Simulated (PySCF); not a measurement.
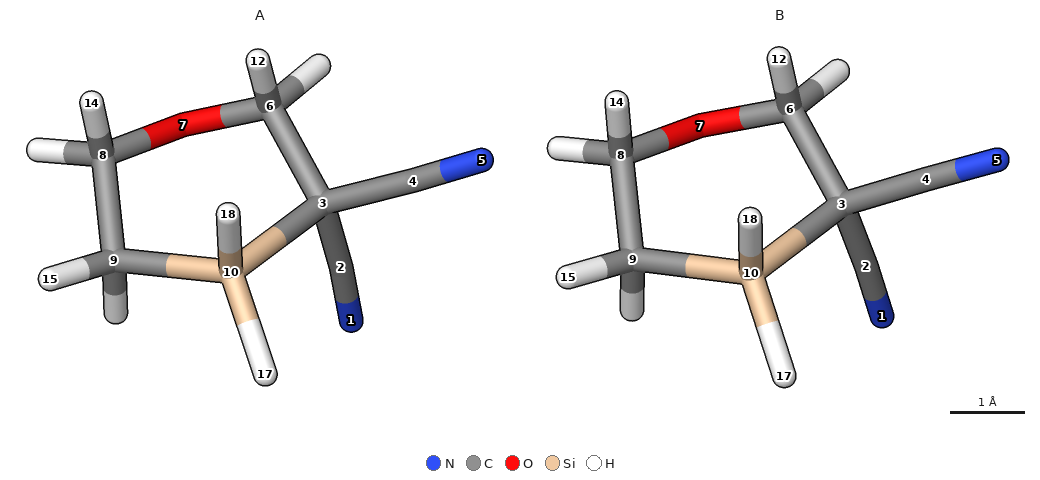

Two geometries of C$_{6}$H$_{8}$N$_{2}$OSi, drawn at one scale. One is the start of a relaxation, the other its converged end. A stick model, seen at a tilt.

Level of theory: PBE0-D3(BJ)/def2-SVP geometry optimisation, gas phase (PySCF 2.14.0, density-fitted response routines). 

Which geometry has the lower energy?

Answer. Structure A is the relaxed one. The start comes from GFN2-xTB. Its atoms were then displaced at random by about 0.01 Å. The energy falls by 4.59 kcal/mol in 5 geometry steps. The largest move after the best rigid fit is that of an N atom, 0.16 Å. Largest moves by element: N 0.16 Å, H 0.12 Å, C 0.09 Å, O 0.04 Å, Si 0.02 Å. Near-neighbour distances that change, for instance: C–C 1.407 → 1.453 Å, C–H 1.065 → 1.100 Å, C–C 1.426 → 1.457 Å, C–O 1.408 → 1.384 Å. Bond angles that change, for instance: H–C–H 111.2° → 107.4°, O–C–H 103.0° → 105.5°, Si–C–H 112.9° → 110.6°.
